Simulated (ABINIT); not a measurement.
## InH3 (Pm-3m): zone-centre phonons

Aim: the zone-centre modes of InH3 (Pm-3m).

Main program and level: ABINIT 10.8.3; DFT PBEsol, scalar-relativistic, plane waves, PseudoDojo norm-conserving pseudopotentials.

The structure was built from a prototype and need not be the compound's stable phase.

## 1. The structure

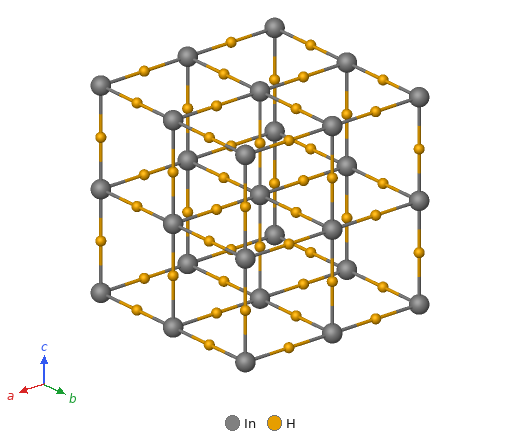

The starting structure, seen from a free direction (indium grey, hydrogen orange). 2×2×2 cells are drawn. Some periodic images of atoms are drawn too.

## 2. A first look

A first run with smearing and empty bands tells whether the crystal has a gap, which decides between fixed occupations and smearing later on.

Contents of probe.abi:

```
# ground state
tolvrs 1.0d-08
prtden 1
prtwf 1

# basis, mesh and filling
ecut 40.0
ecutsm 3.0
ngkpt 4 4 4
nshiftk 1
shiftk 0.0 0.0 0.0
istwfk *1
occopt 7
tsmear 0.005
nband 14
nstep 100
diemac 9.0
prtebands 0
prtgsr 0
useylm 1

# cell and atoms
acell 3*1.0 Angstrom
rprim 
    4.268 0.0 0.0
    0.0 4.268 0.0
    0.0 0.0 4.268
ntypat 2
znucl 49 1
natom 4
typat 1 2 2 2
xred 
    0.0 0.0 0.0
    0.5 0.0 0.0
    0.0 0.5 0.0
    0.0 0.0 0.5
pp_dirpath "./pseudo"
pseudos "In.upf, H.upf"
```

Command:

```console
OMP_NUM_THREADS=1 mpirun -n 4 abinit probe.abi > probe.log
```

Numbers of over 12 decimals in the logs are rounded to 6 here.

probe.abo, the main output file:

```text
[banners, grids, parts of the stress and lines that vanish by symmetry left out]
- input  file    -> probe.abi
- output file    -> probe.abo
- root for input  files -> probei
[...]
Symmetries : space group Pm -3 m (#221); Bravais cP (primitive cubic)
[...]
mpw =        6382          nfft =      110592          nkpt =          10
[...]
== DATASET  1 ==================================================================
[...]
cutoff_energies: {ecut:  40.0, pawecutdg:  -1.0, }
[...]
ETOT  1  -67.104942814468    -6.710E+01 6.895E-01 3.534E+02
 ETOT  2  -67.907446658306    -8.025E-01 7.080E-03 2.437E+02
 ETOT  3  -67.944094648754    -3.665E-02 5.858E-03 2.227E+01
 ETOT  4  -67.946240224002    -2.146E-03 5.821E-04 4.775E+00
 ETOT  5  -67.946531055350    -2.908E-04 2.127E-04 7.066E-01
[...]
ETOT 10  -67.946622282174    -1.246E-10 5.569E-05 1.297E-08
 ETOT 11  -67.946622282177    -3.155E-12 2.806E-05 8.659E-10
 At SCF step   11       vres2   =  8.66E-10 < tolvrs=  1.00E-08 =>converged.
[...]
sigma(1 1)=  2.68643712E-04  sigma(3 2)=  0.00000000E+00
  sigma(2 2)=  2.68643712E-04  sigma(3 1)=  0.00000000E+00
  sigma(3 3)=  2.68643712E-04  sigma(2 1)=  0.00000000E+00
[...]
convergence: {deltae: -3.155E-12, res2:  8.659E-10, residm:  2.806E-05, diffor: null, }
etotal    :  -6.79466223E+01
[...]
sigma(1 1)=  2.68643712E-04  sigma(3 2)=  0.00000000E+00
  sigma(2 2)=  2.68643712E-04  sigma(3 1)=  0.00000000E+00
  sigma(3 3)=  2.68643712E-04  sigma(2 1)=  0.00000000E+00
[...]
- sigma(1 1)=  7.90377088E+00  sigma(3 2)=  0.00000000E+00
- sigma(2 2)=  7.90377088E+00  sigma(3 1)=  0.00000000E+00
- sigma(3 3)=  7.90377088E+00  sigma(2 1)=  0.00000000E+00
[...]
fcart     -0.0000000000E+00 -0.0000000000E+00 -0.0000000000E+00
           strten      2.6864371203E-04  2.6864371203E-04  2.6864371203E-04
================================================================================

[key lines of the parts left out:]
pressure_GPa:  -7.9038E+00
```

It took 9.6 s on 4 MPI ranks of Arm Neoverse V1, shared host.

This step gave:

```yaml
volume_per_atom: 19.44 Å³
pressure: -7.904 GPa
gap_on_the_k_mesh: 0 eV
```

No gap opens on this mesh, so smearing is kept.

## 3. Rough relaxation

The typed start is rough, so a first relaxation with smearing and loose thresholds takes it towards rest cheaply.

Contents of prerelax.abi:

```
# relaxation
ionmov 2
optcell 2
dilatmx 1.15
chkdilatmx 0
ntime 40
tolmxf 3.0d-04
tolvrs 1.0d-10
prtwf 0
prtden 0
chksymtnons 0

# basis, mesh and filling
ecut 32.0
ecutsm 3.0
ngkpt 4 4 4
nshiftk 1
shiftk 0.0 0.0 0.0
istwfk *1
occopt 7
tsmear 0.005
nband 14
nstep 100
diemac 1000000.0
prtebands 0
prtgsr 0
useylm 1

# cell and atoms
acell 3*1.0 Angstrom
rprim 
    4.268 0.0 0.0
    0.0 4.268 0.0
    0.0 0.0 4.268
ntypat 2
znucl 49 1
natom 4
typat 1 2 2 2
xred 
    0.0 0.0 0.0
    0.5 0.0 0.0
    0.0 0.5 0.0
    0.0 0.0 0.5
pp_dirpath "./pseudo"
pseudos "In.upf, H.upf"
```

Command:

```console
OMP_NUM_THREADS=1 mpirun -n 4 abinit prerelax.abi > prerelax.log
```

prerelax.abo, the main output file:

```text
[banners, grids, parts of the stress and lines that vanish by symmetry left out]
- input  file    -> prerelax.abi
- output file    -> prerelax.abo
- root for input  files -> prerelaxi
[...]
Symmetries : space group Pm -3 m (#221); Bravais cP (primitive cubic)
[...]
mpw =        6931          nfft =      110592          nkpt =          10
[...]
== DATASET  1 ==================================================================
[...]
cutoff_energies: {ecut:  32.0, pawecutdg:  -1.0, }
[...]
ETOT  1  -67.068669662638    -6.707E+01 8.937E-01 4.371E+02
 ETOT  2  -67.900525997522    -8.319E-01 5.270E-02 2.732E+02
 ETOT  3  -67.942273790781    -4.175E-02 7.231E-03 2.936E+01
 ETOT  4  -67.945438529436    -3.165E-03 7.171E-04 5.408E+00
 ETOT  5  -67.945765811228    -3.273E-04 9.857E-05 1.284E+00
[...]
At SCF step   12       vres2   =  6.40E-11 < tolvrs=  1.00E-10 =>converged.
[...]
ETOT 10  -67.971890815274    -2.260E-12 3.898E-05 5.085E-12
 At SCF step   10       vres2   =  5.08E-12 < tolvrs=  1.00E-10 =>converged.
[...]
sigma(1 1)= -1.88446243E-06  sigma(3 2)=  0.00000000E+00
  sigma(2 2)= -1.88446243E-06  sigma(3 1)=  0.00000000E+00
  sigma(3 3)= -1.88446243E-06  sigma(2 1)=  0.00000000E+00
[...]
convergence: {deltae: -2.260E-12, res2:  5.085E-12, residm:  3.898E-05, diffor: null, }
etotal    :  -6.79718908E+01
[...]
At Broyd/MD step   6, gradients are converged :
[...]
sigma(1 1)= -1.88446243E-06  sigma(3 2)=  0.00000000E+00
  sigma(2 2)= -1.88446243E-06  sigma(3 1)=  0.00000000E+00
  sigma(3 3)= -1.88446243E-06  sigma(2 1)=  0.00000000E+00
[...]
- sigma(1 1)= -5.54427988E-02  sigma(3 2)=  0.00000000E+00
- sigma(2 2)= -5.54427988E-02  sigma(3 1)=  0.00000000E+00
- sigma(3 3)= -5.54427988E-02  sigma(2 1)=  0.00000000E+00
[...]
fcart     -0.0000000000E+00 -0.0000000000E+00 -0.0000000000E+00
           strten     -1.8844624275E-06 -1.8844624275E-06 -1.8844624275E-06
================================================================================

[key lines of the parts left out:]
pressure_GPa:   5.5443E-02
Total energy (etotal) [Ha]= -6.79718908152744E+01
```

Run time: 49 s. Hardware: 4 MPI ranks.

Relaxation path:

```tsv
step	energy less that of the first step (eV)	largest force (eV/Å)	volume (Å³)
1	0.0000	0.0000	77.75
2	-0.0907	0.0000	75.88
3	-0.3905	0.0000	46.46
4	-0.6699	0.0000	59.93
5	-0.7051	0.0000	56.72
6	-0.7066	0.0000	55.87
```

```tsv
conventional cell, symmetrised	before	after	change
a (Å)	4.268	3.823	-10.4 %
b (Å)	4.268	3.823	-10.4 %
c (Å)	4.268	3.823	-10.4 %
volume (Å³/atom)	19.44	13.97	-28.1 %
```

Final coordinates:

```cif
data_structure
_symmetry_space_group_name_H-M 'P 1'
_symmetry_Int_Tables_number 1
_cell_length_a 3.8229
_cell_length_b 3.8229
_cell_length_c 3.8229
_cell_angle_alpha 90.000
_cell_angle_beta 90.000
_cell_angle_gamma 90.000
_cell_volume 55.87
loop_
_atom_site_label
_atom_site_type_symbol
_atom_site_fract_x
_atom_site_fract_y
_atom_site_fract_z
_atom_site_occupancy
In1 In 0.00000 0.00000 0.00000 1
H2 H 0.50000 0.00000 0.00000 1
H3 H 0.00000 0.50000 0.00000 1
H4 H 0.00000 0.00000 0.50000 1
```

This step gave:

```yaml
volume_per_atom: 13.97 Å³
pressure: 0.05544 GPa
```

The volume changes by -28.1 % in this run and stands -28.1 % from the first cell.

## 4. Rough relaxation

The cell changed much, so the rough relaxation is repeated on a basis made for the new cell.

Edit prerelax.abi of step 3 so:

```diff
@@ -31,5 +31,5 @@
 rprim 
-    4.268 0.0 0.0
-    0.0 4.268 0.0
-    0.0 0.0 4.268
+    3.822905609 0.0 0.0
+    0.0 3.822905609 0.0
+    0.0 0.0 3.822905609
 ntypat 2
```

prerelax.abo, the main output file:

```text
[banners, grids, parts of the stress and lines that vanish by symmetry left out]
- input  file    -> prerelax.abi
- output file    -> prerelax.abo
- root for input  files -> prerelaxi
[...]
Symmetries : space group Pm -3 m (#221); Bravais cP (primitive cubic)
[...]
mpw =        4982          nfft =       91125          nkpt =          10
[...]
== DATASET  1 ==================================================================
[...]
cutoff_energies: {ecut:  32.0, pawecutdg:  -1.0, }
[...]
ETOT  1  -67.563615312899    -6.756E+01 7.532E-01 8.297E+01
 ETOT  2  -67.971014594430    -4.074E-01 3.581E-03 1.131E+01
 ETOT  3  -67.971852420799    -8.378E-04 4.000E-04 3.039E+00
 ETOT  4  -67.971872763728    -2.034E-05 5.869E-04 5.364E-01
 ETOT  5  -67.971888306876    -1.554E-05 1.892E-04 5.926E-02
[...]
ETOT 10  -67.971890808400    -3.709E-12 4.473E-04 2.343E-09
 ETOT 11  -67.971890808397     2.061E-12 6.734E-05 2.754E-11
 At SCF step   11       vres2   =  2.75E-11 < tolvrs=  1.00E-10 =>converged.
[...]
sigma(1 1)= -1.88445204E-06  sigma(3 2)=  0.00000000E+00
  sigma(2 2)= -1.88445204E-06  sigma(3 1)=  0.00000000E+00
  sigma(3 3)= -1.88445204E-06  sigma(2 1)=  0.00000000E+00
[...]
convergence: {deltae:  2.061E-12, res2:  2.754E-11, residm:  6.734E-05, diffor: null, }
etotal    :  -6.79718908E+01
[...]
At Broyd/MD step   1, gradients are converged :
[...]
sigma(1 1)= -1.88445204E-06  sigma(3 2)=  0.00000000E+00
  sigma(2 2)= -1.88445204E-06  sigma(3 1)=  0.00000000E+00
  sigma(3 3)= -1.88445204E-06  sigma(2 1)=  0.00000000E+00
[...]
- sigma(1 1)= -5.54424932E-02  sigma(3 2)=  0.00000000E+00
- sigma(2 2)= -5.54424932E-02  sigma(3 1)=  0.00000000E+00
- sigma(3 3)= -5.54424932E-02  sigma(2 1)=  0.00000000E+00
[...]
fcart     -0.0000000000E+00 -0.0000000000E+00 -0.0000000000E+00
           strten     -1.8844520420E-06 -1.8844520420E-06 -1.8844520420E-06
================================================================================

[key lines of the parts left out:]
pressure_GPa:   5.5442E-02
Total energy (etotal) [Ha]= -6.79718908083975E+01
```

Elapsed: 9.4 s, on 4 MPI ranks.

Little changed from the start: no atom moved by 0.005 Å and no cell edge by 0.1 %.

The volume changes by +0.0 % in this run and stands -28.1 % from the first cell.

## 5. Relaxation

The harmonic expansion needs vanishing forces, and a free crystal bears no stress, so cell and atoms are brought to rest. Stress is more sensitive to the basis than forces are: the last 3 Ha under the cutoff are smoothed with ecutsm.

Contents of relax.abi:

```
# relaxation
ionmov 2
optcell 2
dilatmx 1.08
ntime 40
tolmxf 1.0d-05
tolvrs 1.0d-14
prtwf 0
prtden 0
chksymtnons 0

# basis, mesh and filling
ecut 40.0
ecutsm 3.0
ngkpt 8 8 8
nshiftk 1
shiftk 0.0 0.0 0.0
istwfk *1
occopt 6
tsmear 0.01
nband 14
nstep 100
diemac 1000000.0
prtebands 0
prtgsr 0
useylm 1

# cell and atoms
acell 3*1.0 Angstrom
rprim 
    3.822905612 0.0 0.0
    0.0 3.822905612 0.0
    0.0 0.0 3.822905612
ntypat 2
znucl 49 1
natom 4
typat 1 2 2 2
xred 
    0.0 0.0 0.0
    0.5 0.0 0.0
    0.0 0.5 0.0
    0.0 0.0 0.5
pp_dirpath "./pseudo"
pseudos "In.upf, H.upf"
```

Command:

```console
OMP_NUM_THREADS=1 mpirun -n 4 abinit relax.abi > relax.log
```

relax.abo, the main output file:

```text
[banners, grids, parts of the stress and lines that vanish by symmetry left out]
- input  file    -> relax.abi
- output file    -> relax.abo
- root for input  files -> relaxi
[...]
Symmetries : space group Pm -3 m (#221); Bravais cP (primitive cubic)
[...]
mpw =        5832          nfft =      110592          nkpt =          35
[...]
== DATASET  1 ==================================================================
[...]
cutoff_energies: {ecut:  40.0, pawecutdg:  -1.0, }
[...]
ETOT  1  -67.474589694733    -6.747E+01 7.845E-01 1.402E+02
 ETOT  2  -67.970027393095    -4.954E-01 4.147E-02 3.729E+01
 ETOT  3  -67.974114928298    -4.088E-03 2.315E-03 4.708E+00
 ETOT  4  -67.974141570795    -2.664E-05 7.977E-03 1.319E+00
 ETOT  5  -67.974161076662    -1.951E-05 2.122E-03 1.043E-01
[...]
At SCF step   14       vres2   =  2.48E-15 < tolvrs=  1.00E-14 =>converged.
[...]
sigma(1 1)=  1.06160525E-06  sigma(3 2)=  0.00000000E+00
  sigma(2 2)=  1.06160525E-06  sigma(3 1)=  0.00000000E+00
  sigma(3 3)=  1.06160525E-06  sigma(2 1)=  0.00000000E+00
[...]
convergence: {deltae: -1.134E-11, res2:  2.478E-15, residm:  1.210E-04, diffor: null, }
etotal    :  -6.79741647E+01
[...]
ETOT  1  -67.974164653194    -6.797E+01 7.733E-05 1.686E-03
[...]
At SCF step    9       vres2   =  6.39E-15 < tolvrs=  1.00E-14 =>converged.
[...]
sigma(1 1)=  9.08904090E-07  sigma(3 2)=  0.00000000E+00
  sigma(2 2)=  9.08904090E-07  sigma(3 1)=  0.00000000E+00
  sigma(3 3)=  9.08904090E-07  sigma(2 1)=  0.00000000E+00
[...]
convergence: {deltae: -1.421E-14, res2:  6.387E-15, residm:  3.233E-06, diffor: null, }
etotal    :  -6.79741648E+01
[...]
ETOT  1  -67.974161101420    -6.797E+01 3.118E-06 5.962E-02
[...]
ETOT  9  -67.974164857029    -1.720E-12 4.517E-07 2.526E-13
 ETOT 10  -67.974164857026     3.595E-12 1.589E-07 3.575E-15
 At SCF step   10       vres2   =  3.58E-15 < tolvrs=  1.00E-14 =>converged.
[...]
sigma(1 1)= -6.39732761E-10  sigma(3 2)=  0.00000000E+00
  sigma(2 2)= -6.39732760E-10  sigma(3 1)=  0.00000000E+00
  sigma(3 3)= -6.39732759E-10  sigma(2 1)=  0.00000000E+00
[...]
convergence: {deltae:  3.595E-12, res2:  3.575E-15, residm:  1.589E-07, diffor: null, }
etotal    :  -6.79741649E+01
[...]
At Broyd/MD step   3, gradients are converged :
[...]
sigma(1 1)= -6.39732761E-10  sigma(3 2)=  0.00000000E+00
  sigma(2 2)= -6.39732760E-10  sigma(3 1)=  0.00000000E+00
  sigma(3 3)= -6.39732759E-10  sigma(2 1)=  0.00000000E+00
[...]
- sigma(1 1)= -1.88215876E-05  sigma(3 2)=  0.00000000E+00
- sigma(2 2)= -1.88215876E-05  sigma(3 1)=  0.00000000E+00
- sigma(3 3)= -1.88215876E-05  sigma(2 1)=  0.00000000E+00
[...]
fcart     -0.0000000000E+00 -0.0000000000E+00 -0.0000000000E+00
           strten     -6.3973276069E-10 -6.3973275982E-10 -6.3973275852E-10
================================================================================

[key lines of the parts left out:]
pressure_GPa:   1.8822E-05
Total energy (etotal) [Ha]= -6.79741648570257E+01
```

It took 62 s on 4 MPI ranks.

Little changed from the start: no atom moved by 0.005 Å and no cell edge by 0.1 %.

Numbers from this step:

```
volume per atom : 13.96 Å³
pressure        : 1.88e-5 GPa
```

The volume changes by -0.1 % in this run and stands -28.2 % from the first cell.

## 6. Ground state

First-order wavefunctions inherit every error of the ground state, hence the very tight tolvrs. ecutsm is kept as in the relaxation, so that the cell stays at rest. Smearing stays on, as the first look found no gap above 0.3 eV.

Contents of gs.abi:

```
# ground state
tolvrs 1.0d-16
prtden 1
prtwf 1

# basis, mesh and filling
ecut 40.0
ecutsm 3.0
ngkpt 8 8 8
nshiftk 1
shiftk 0.0 0.0 0.0
istwfk *1
occopt 6
tsmear 0.01
nband 14
nstep 100
diemac 1000000.0
prtebands 0
prtgsr 0
useylm 1

# cell and atoms
acell 3*1.0 Angstrom
rprim 
    3.822059651 0.0 0.0
    0.0 3.822059651 0.0
    0.0 0.0 3.822059651
ntypat 2
znucl 49 1
natom 4
typat 1 2 2 2
xred 
    0.0 0.0 0.0
    0.5 0.0 0.0
    0.0 0.5 0.0
    0.0 0.0 0.5
pp_dirpath "./pseudo"
pseudos "In.upf, H.upf"
```

Command:

```console
OMP_NUM_THREADS=1 mpirun -n 4 abinit gs.abi > gs.log
```

gs.abo, the main output file:

```text
[banners, grids, parts of the stress and lines that vanish by symmetry left out]
- input  file    -> gs.abi
- output file    -> gs.abo
- root for input  files -> gsi
[...]
Symmetries : space group Pm -3 m (#221); Bravais cP (primitive cubic)
[...]
mpw =        4632          nfft =       91125          nkpt =          35
[...]
== DATASET  1 ==================================================================
[...]
cutoff_energies: {ecut:  40.0, pawecutdg:  -1.0, }
[...]
ETOT  1  -67.501762681625    -6.750E+01 7.377E-01 1.065E+02
 ETOT  2  -67.971467117586    -4.697E-01 2.063E-02 2.291E+01
 ETOT  3  -67.974122656771    -2.656E-03 7.606E-03 3.432E+00
 ETOT  4  -67.974145007480    -2.235E-05 2.525E-03 8.923E-01
 ETOT  5  -67.974161179659    -1.617E-05 1.246E-03 7.797E-02
[...]
ETOT 15  -67.974164851368    -3.567E-12 4.294E-05 4.181E-16
 ETOT 16  -67.974164851375    -7.134E-12 4.398E-05 2.406E-18
 At SCF step   16       vres2   =  2.41E-18 < tolvrs=  1.00E-16 =>converged.
[...]
sigma(1 1)= -5.63484742E-10  sigma(3 2)=  0.00000000E+00
  sigma(2 2)= -5.63484743E-10  sigma(3 1)=  0.00000000E+00
  sigma(3 3)= -5.63484744E-10  sigma(2 1)=  0.00000000E+00
[...]
convergence: {deltae: -7.134E-12, res2:  2.406E-18, residm:  4.398E-05, diffor: null, }
etotal    :  -6.79741649E+01
[...]
sigma(1 1)= -5.63484742E-10  sigma(3 2)=  0.00000000E+00
  sigma(2 2)= -5.63484743E-10  sigma(3 1)=  0.00000000E+00
  sigma(3 3)= -5.63484744E-10  sigma(2 1)=  0.00000000E+00
[...]
- sigma(1 1)= -1.65782935E-05  sigma(3 2)=  0.00000000E+00
- sigma(2 2)= -1.65782935E-05  sigma(3 1)=  0.00000000E+00
- sigma(3 3)= -1.65782935E-05  sigma(2 1)=  0.00000000E+00
[...]
fcart     -0.0000000000E+00 -0.0000000000E+00 -0.0000000000E+00
           strten     -5.6348474194E-10 -5.6348474281E-10 -5.6348474367E-10
================================================================================

[key lines of the parts left out:]
pressure_GPa:   1.6578E-05
```

Wall time 30 s (4 MPI ranks); 2 min of CPU time.

Read from the output:

| Quantity | Value |
| --- | --- |
| pressure | 1.66e-5 GPa |

The cell stands at 1.7e-5 GPa, close enough for phonons.

(Continued in part 2 of 3.)

[Host names and launcher messages were left out of these logs when they were recorded.]

[Logs are printed without paths, hosts, clocks, repeated set-up lines and the standing remarks that a program may print on its own settings, such as how far it seeks lower states.]

[Hosts, paths, dates, database ids (printed as entryN), source tags and the programs' standing remarks are cut or masked in the printed files.]
